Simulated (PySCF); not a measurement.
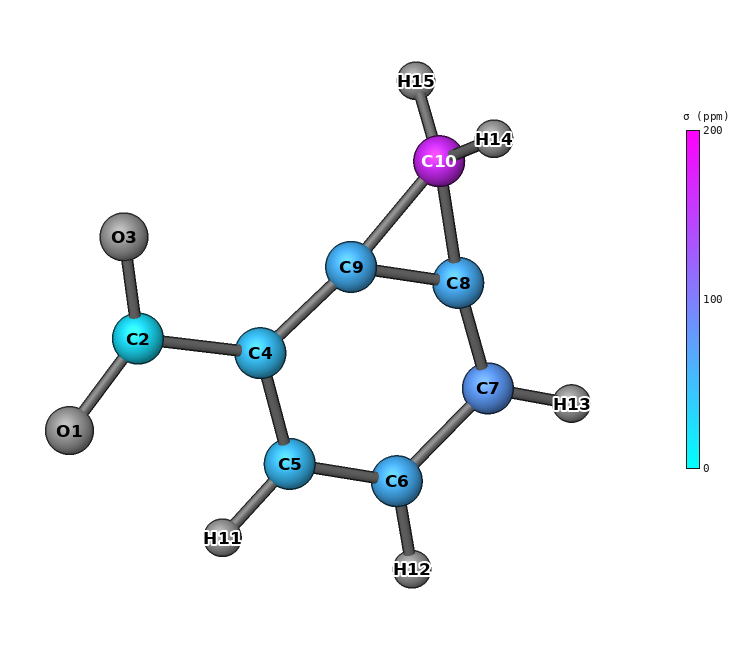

Atoms are coloured by their isotropic NMR shieldings (C only, the others grey). The species has charge −1 and is a spin singlet. The computed structure is the end point of a GFN2-xTB optimisation. No frequency run is at hand to confirm it as a minimum. Properties computed with GIAO PBE0/pcSseg-1 NMR shielding, non-relativistic, gas phase (PySCF 2.14.0).

Which C atom is the most shielded (lowest chemical shift)?

Answer. C10 (166.3 ppm).

Which C atom is the least shielded (highest chemical shift)?

Answer. C2 (22.6 ppm).

How wide is the range of C shifts?

Answer. 143.7 ppm.

List the isotropic NMR shieldings of the C atoms.

```
atom  σ (ppm)
  C2     22.6
  C4     44.6
  C5     47.3
  C6     57.4
  C7     75.4
  C8     59.3
  C9     56.3
 C10    166.3
```
